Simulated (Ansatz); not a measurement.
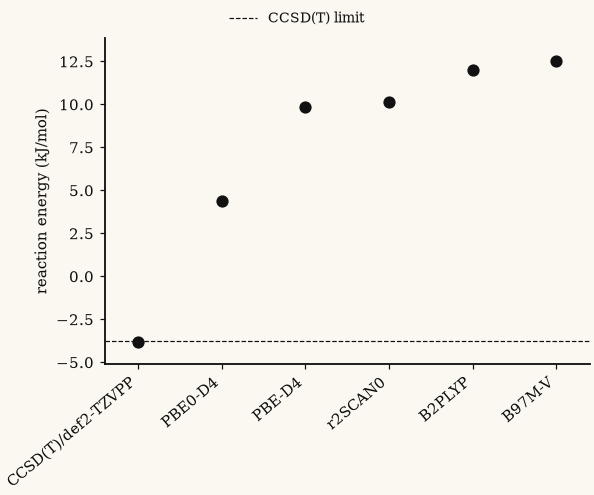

Electronic reaction energy of SnCl₃F ([F][Sn]([Cl])([Cl])[Cl]) + SiH₄O₄ (O[Si](O)(O)O) → SnSiH₃O₄Cl₃ (O[Si](O)(O)[O][Sn]([Cl])([Cl])[Cl]) + HF (F) (SMILES in brackets) at several levels (functionals in def2-TZVPP unless a basis is named), isolated molecules at PBE0-D4 triple-zeta geometries, minima by their frequencies, no zero-point or thermal terms, the Ansatz code. The line is frozen-core CCSD(T) at the basis limit (MP2 extrapolated from triple and quadruple zeta, plus CCSD(T) less MP2 in a smaller set). B2PLYP holds a correlation term that converges slowly with the basis, so part of the distance to the limit is basis error. No dispersion term is added to r2SCAN0 and B2PLYP. The distance of CCSD(T)/def2-TZVPP to the limit includes basis error. Core potentials past Kr.

Question: What range do the values span, the line included?

Answer: From −3.8 kJ/mol (CCSD(T)/def2-TZVPP) to 12.5 kJ/mol (B97M-V).

Question: Which level comes closest to the line (CCSD(T) limit), and which misses most?

Answer: Closest CCSD(T)/def2-TZVPP (−3.8 kJ/mol), against −3.7 kJ/mol; farthest B97M-V (12.5 kJ/mol).

Caveats: outer-core shells are correlated without core-valence functions, which makes the correlated values less sure; spin-orbit coupling is left out, and with Sn it can shift these values; one conformer of each flexible molecule.
